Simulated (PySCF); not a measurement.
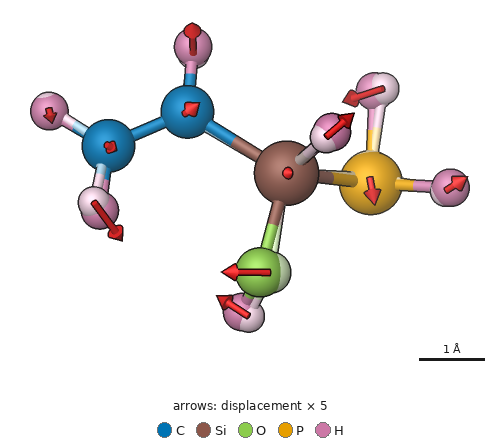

A relaxation of C2H7OPSi. The starting structure is drawn faded, the final one solid; red arrows show the displacements, 5 times their true length. The two geometries are superimposed by the best rigid fit.

The picture is a ball-and-stick view, seen at a tilt.

The start comes from GFN2-xTB. Its atoms were then displaced at random by about 0.01 Å.

Theory: PBE0-D3(BJ)/def2-SVP geometry optimisation, gas phase (PySCF 2.14.0, density-fitted response routines). 

Describe the change and its energy.

The energy falls by 4.47 kcal/mol in 9 geometry steps. The atom that moves furthest after the best rigid fit is an H atom (0.19 Å). By element the largest moves are H 0.19 Å, O 0.16 Å, P 0.10 Å, C 0.08 Å, Si 0.04 Å. Among the contacts that change: C–H 1.049 → 1.096 Å, O–Si 1.628 → 1.671 Å, H–P 1.390 → 1.428 Å, C–C 1.315 → 1.338 Å. Among the angles between lasting bonds that change: Si–O–H 122.3° → 115.6°, O–Si–H 99.3° → 105.4°, C–Si–O 115.0° → 110.3°.
